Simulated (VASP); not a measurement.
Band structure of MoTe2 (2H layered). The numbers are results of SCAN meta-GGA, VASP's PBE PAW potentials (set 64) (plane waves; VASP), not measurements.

The path is coarsely sampled, so an indirect gap can come out somewhat too large. Unless said otherwise, spin-orbit coupling is left out, though it shifts the bands of the heavy elements here.

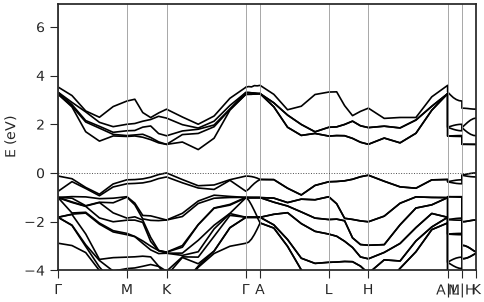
Figure. Bands along high-symmetry lines, zero at the valence-band maximum or, without a gap, the Fermi level

Question: Read the plot: is there a gap, and where are the band edges?

Answer: The gap is indirect, 0.96 eV, from the valence maximum at K to the conduction minimum at K-Γ at 0.40.

The compound is MoTe2 in the 2H layered structure. It was relaxed first.
